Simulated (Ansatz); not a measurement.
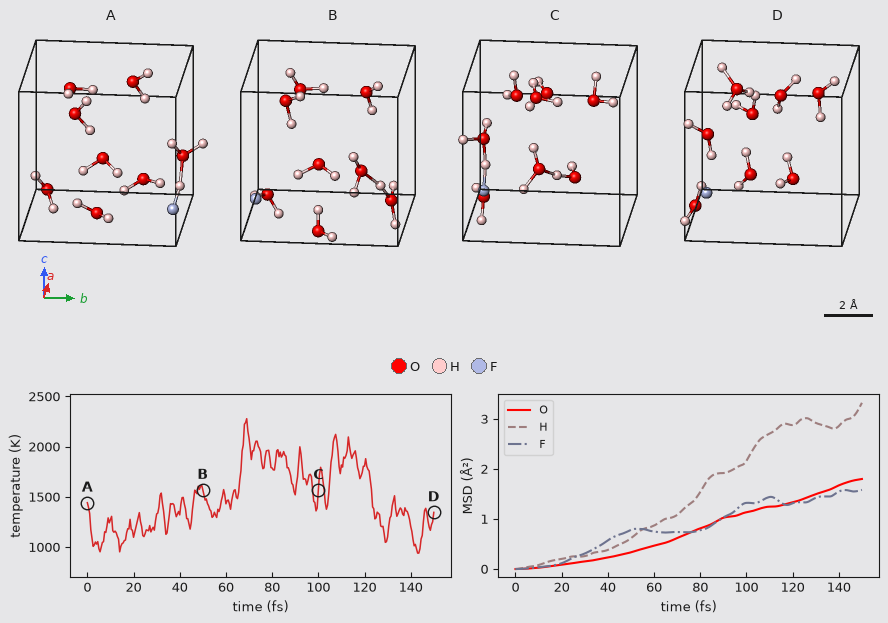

Molecular dynamics of a periodic cell with 8 H2O + 1 HF at 0.904 g/cm³, 150 fs long. Frames (A at 0 fs, B at 50 fs, C at 100 fs, D at 150 fs) and the history of the run. Style: ball-and-stick. Shown: the simulation cell, from a free direction. Atoms that leave the cell re-enter on the other side.

Level of theory: DFT PBEsol, scalar-relativistic, plane waves, PAW (Ansatz). Run with plane-wave cutoff 420 eV; k-point mesh 1 × 1 × 1; Fermi-Dirac smearing 0.02 eV; low-accuracy preset; Langevin thermostat (NVT); set temperature 1500 K; time step 0.5 fs; friction 0.02 per fs.

### Describe the run.

Root-mean-square distances from the starting positions over the second half, with the common drift of all atoms taken out: H 1.58 Å, O 1.13 Å, F 1.13 Å. The molecules turn and drift from their places. Bond changes: one F–H contact opens and closes in turn; 4 H–O bonds form between 68 fs and 146 fs; 4 H–O bonds break between 83 fs and 149 fs. The mean temperature in the second half is 1592 K (standard deviation 303 K). The potential energy in the second half lies on average 177 meV per atom above the first frame.

Limits of the set-up: the program's low-accuracy preset was used; the periodic images lie only 6.7 Å apart, so the values are limited by the cell's size.
